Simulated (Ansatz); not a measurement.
# C2H6AlFOSi: the cost of one run

The runs use Ansatz 0.2.0, Gaussian basis; functionals in def2-TZVPP, the program's frozen cores in correlated methods.

Levels to be run: PBE-D4, r2SCAN-D4, PBE0-D4, B3LYP-D4, ωB97X-V, ωB97M-V, B2PLYP; CCSD(T)/def2-TZVPP; MP2/def2-QZVPP; extrapolation to the limit.

### Step 1. The relaxed structure

An earlier PBE0-D4 in a triple-zeta def2 set relaxation fixed the geometry.

12 atoms, charge 0, spin multiplicity 1.

Atoms are counted from 1 here; the program's logs count them from 0.

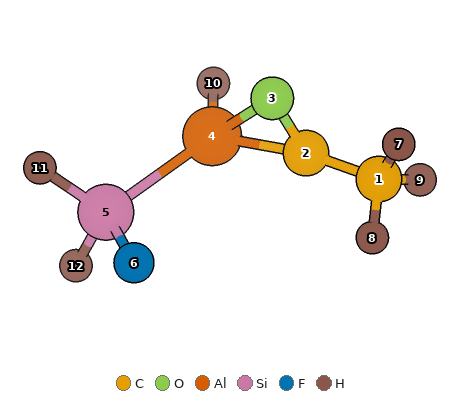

The geometry (carbon amber, oxygen green, aluminium orange, silicon pink, fluorine blue, hydrogen brown); atoms are numbered from 1 in the order of the file.

### Step 2. PBE-D4 (GGA)

in.yaml

```yaml
crystal:
  periodic: [false, false, false]
  atoms:
    - {symbol: C, position_ang: [-1.896072, -1.526008, -0.289111]}
    - {symbol: C, position_ang: [-0.947383, -0.599934, 0.351480]}
    - {symbol: O, position_ang: [-1.300257, 0.566946, 0.664750]}
    - {symbol: Al, position_ang: [0.562066, 0.323173, 1.145259]}
    - {symbol: Si, position_ang: [2.060993, 1.415981, -0.464905]}
    - {symbol: F, position_ang: [1.466114, 1.195714, -1.954024]}
    - {symbol: H, position_ang: [-2.891022, -1.089443, -0.400805]}
    - {symbol: H, position_ang: [-1.488813, -1.804938, -1.266459]}
    - {symbol: H, position_ang: [-1.938608, -2.450723, 0.293505]}
    - {symbol: H, position_ang: [0.796494, 0.170498, 2.703454]}
    - {symbol: H, position_ang: [2.209513, 2.889152, -0.279671]}
    - {symbol: H, position_ang: [3.443976, 0.854482, -0.469473]}
basis:
  gaussian: {orbitals: def2-TZVPP}
hamiltonian: {xc: pbe, dispersion: d4}
output: {forces: true, orbitals: {seedname: orbitals}}
```

Launch:

```bash
> ansatz run in.yaml --threads 4 --pin off --events-out ev --progress --plain --max-ram 10444MiB
```

Q: Estimate wall time and peak memory on 4 threads of Arm Neoverse V1, shared host.

About 3.2 s, with a peak of 0.42 GiB.
